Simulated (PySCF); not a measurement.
Molecule: I₃Pb (anion, charge -1), SMILES [I][Pb-]([I])[I]. Atoms near the plane z = 0.0 Å, at the PBE0/def2-SVP optimised geometry (x, y, z in Å): Pb1 (-1.2, -1.4, 0.0), I2 (1.8, -1.4, 0.0), I3 (-1.8, 1.4, 0.0).

Level of theory: PBE0/def2-TZVPD, def2 effective core potentials past Kr in PySCF 2.14.0. The core electrons that the potentials of I, Pb replace are not part of the density. Cells within 0.4 Å of a nucleus heavier than hydrogen are left out (blank, or x). The values are rescaled to run from 0 to 1.

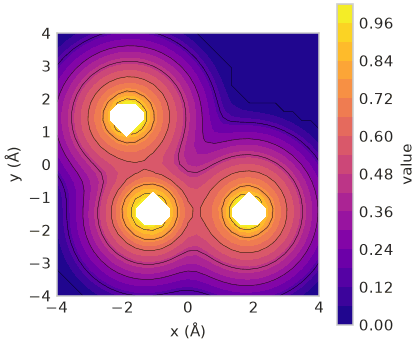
Figure. a field on the plane z = 0.0 Å.

Problem. Which quantity is mapped?
A. Laplacian of the electron density
B. deformation density (molecule minus spherical neutral atoms)
C. log10 of the electron density
D. an orbital amplitude

Solution. C, log10 of the electron density. In full: log10 of the electron density (e/bohr³), floored at −4.
